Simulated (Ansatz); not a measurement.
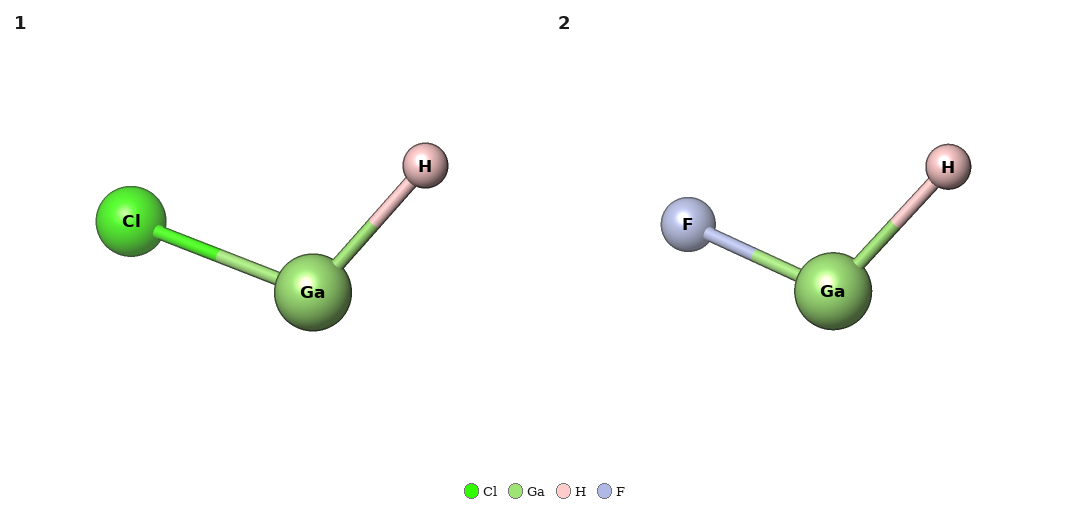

2 molecules with one skeleton, seen from the same side and at one scale. State: neutral, doublet. Computed geometries: PBE0-D4/def2-TZVP optimisations, one conformation each. Properties computed with Ansatz 0.2.0.

One atom differs, called X below: Cl in panel 1, F in panel 2. Their formulas are ClGaH (`[Cl][GaH]`), FGaH (`[F][GaH]`).

Question: In which is the length of X–Ga larger (PBE0-D4/def2-TZVP)?

Answer: In panel 1 (X = Cl).

Question: In which is the harmonic X–Ga stretching wavenumber higher (PBE0-D4/def2-TZVP)?

Answer: In panel 2 (X = F).

Give the values. With PBE0-D4/def2-TZVP: length of X–Ga (Å), angle X–Ga–H (°), harmonic X–Ga stretching wavenumber (cm⁻¹). With r2SCAN-D4/def2-TZVPP: dipole moment (D).

```tsv
quantity	1 (Cl)	2 (F)	2 − 1
length of X–Ga (Å)	2.168	1.767	−0.401
angle X–Ga–H (°)	115.5	114.1	−1.4
dipole moment (D)	1.89	2.10	+0.21
harmonic X–Ga stretching wavenumber (cm⁻¹)	397	651	+254
```
